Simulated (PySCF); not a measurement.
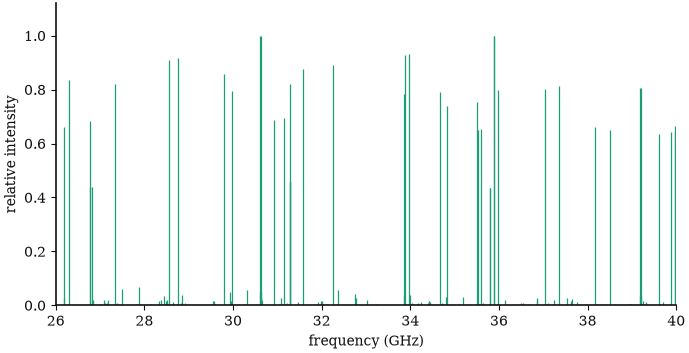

Simulated rotational absorption lines between 26 and 40 GHz at 3 K: rigid rotor with the equilibrium constants and dipole of one optimised conformer (PBE0-D3(BJ)/def2-SVP, PySCF), commonest isotopes; no centrifugal distortion, hyperfine structure, internal rotation or nuclear-spin weights; lines within 1 MHz of each other are summed.

Question: Which molecule gives this spectrum?
A. C₂H₆OS₂Si, SMILES C1O[SiH2]SCS1
B. C₄H₈Ge, SMILES CC#C[CH2][GeH3], singlet
C. C₂H₄B₂F₂Si, SMILES C#CB(F)B[SiH2]F

Answer: Option A. Rotational constants A, B, C = 2.633, 1.965, 1.220 GHz, |μa|, |μb|, |μc| = 0.23, 0.45, 1.91 D.

Known limits of this run: coarse grid, loose stop and no frequency check, small forces are noise and the end may be a saddle.
